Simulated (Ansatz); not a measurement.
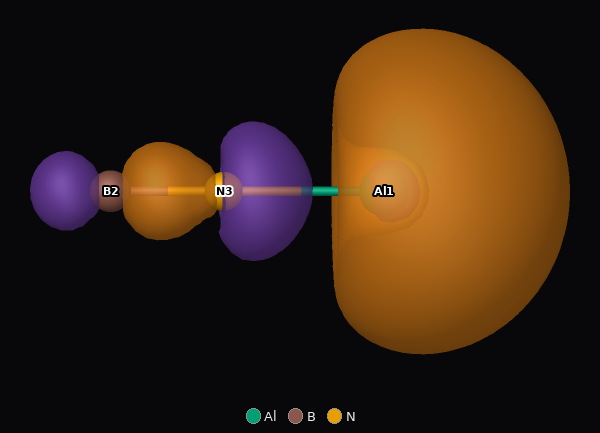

Figure. AlBN (doublet). The HOMO (α) at ±0.1 Å⁻³ᐟ² (orange and purple are the two phases), seen from one side.

Geometry: r2SCAN-D4/def2-SVP.

All numbers below come from Ansatz, isolated molecule in a Gaussian basis; Kohn-Sham density functional theory, functional PBE0.

> What is the character of this orbital?

It lies mainly on Al1 (about 85 %) and N3 (about 10 %); it is of σ type. Its energy is −6.52 eV.
